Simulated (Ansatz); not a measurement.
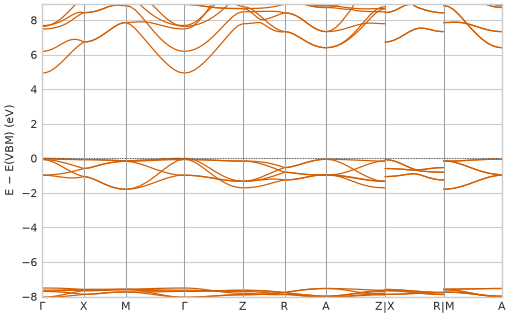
Fig. 1. Band structure from plane-wave PAW r²SCAN+D4 (Ansatz code)

Task: Read off the gap and where the band edges lie.

Result: About 4.9 eV (4.93 eV by a search for the band edges); maximum at Γ, minimum at Γ.

The material is H4BrN in space group P4/nmm (No. 129; H on 8i, Br on 2c, N on 2a).

The first step of the workflow began from a Materials Project structure, measured or hypothetical; the Crystallography Open Database files this formula in space group No. 129, but the cells were not matched. Whether it is the stable phase at ambient conditions was not checked. The r²SCAN+D4 relaxation kept the symmetry of its start; phonons on a q-mesh show no instability. Spin–orbit coupling is left out wherever it is not named.

Potentials: the later of the program's two PAW sets.
